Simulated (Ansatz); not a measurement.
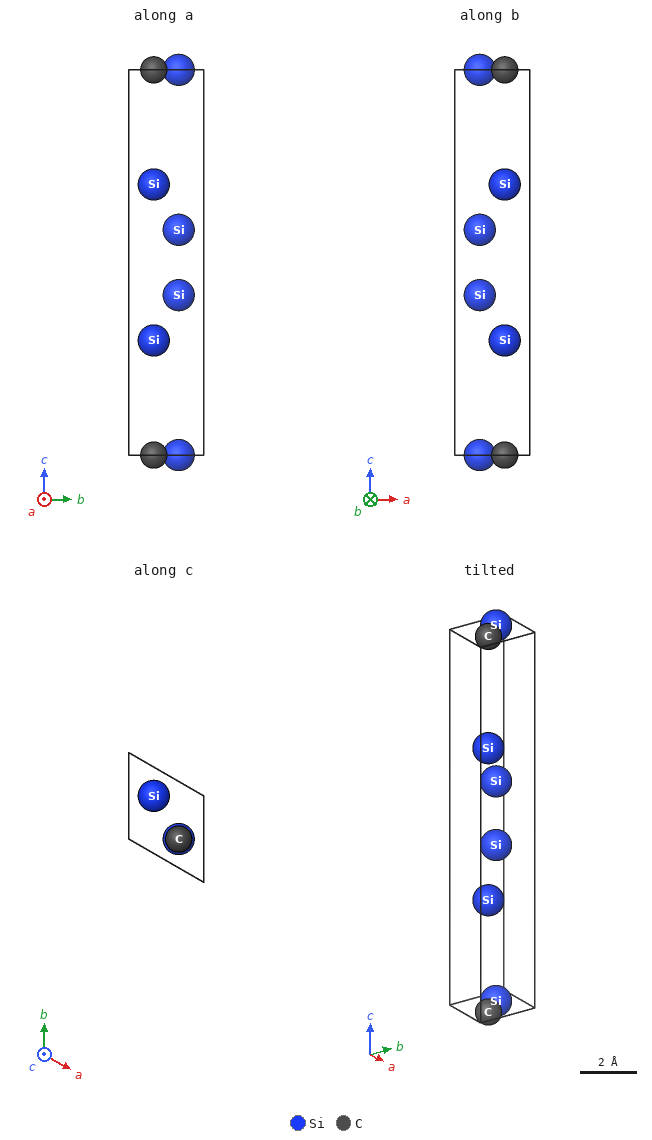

Drawn in the spheres-only manner and seen along the a axis, along the b axis, along the c axis and slightly off an axis. Atoms at the boundary of the conventional unit cell (the box) are drawn once for each face, edge or corner they touch.

Lattice parameters: a = 3.106 Å, b = 3.106 Å, c = 13.853 Å, α = 90.00°, β = 90.00°, γ = 120.00°.

Q: Set out the cell and atoms as a table of Wyckoff sites, with free fractional coordinates to two decimals.

A: Space group P-6m2 (No. 187).
```tsv
atom	site	x	y	z
Si	2h	0.3333	0.6667	0.58
Si	1c	0.3333	0.6667	0.00
Si	2i	0.6667	0.3333	0.70
C	1e	0.6667	0.3333	0.00
```

The cell started as a structure type filled with these elements by a generator (whether the compound takes this form wasn't checked). Earlier steps of the study, as a rule a relaxation of our own, may have changed the cell and positions, so they can lie some per cent off the listed ones. An electronic-structure calculation with Ansatz was run on it.
